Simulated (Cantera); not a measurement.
A closed system holds: 1 mol FeS, a varied amount of H₂, held at 1525 K and 45.0 mbar.

These are equilibrium values from Cantera (NASA tables, ideal gas, pure condensed phases), not measurements of a reactor. Candidate condensed phases: Fe, FeS, FeS₂, S; 8 gas species. Metal and sulfide melt together well below either melting point, which pure phases cannot show. Mutual solubility and eutectic melting of coexisting phases are not modelled. FeS: taken at fixed stoichiometry. Rates play no part.

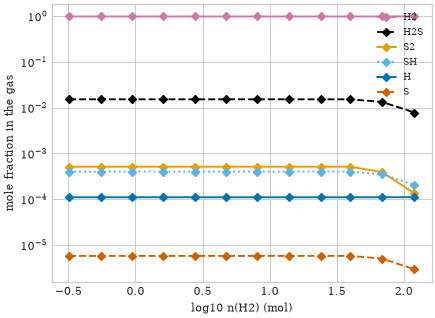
Figure. Equilibrium gas composition (values under 1e-9 drawn at 1e-9)

Task: Read off the mole fractions at 2.8 mol H₂.

Result: H₂ about 0.98, H₂S about 0.015, S₂ about 0.00051, SH about 0.00040, H about 0.00011, S about 5.8e-6.
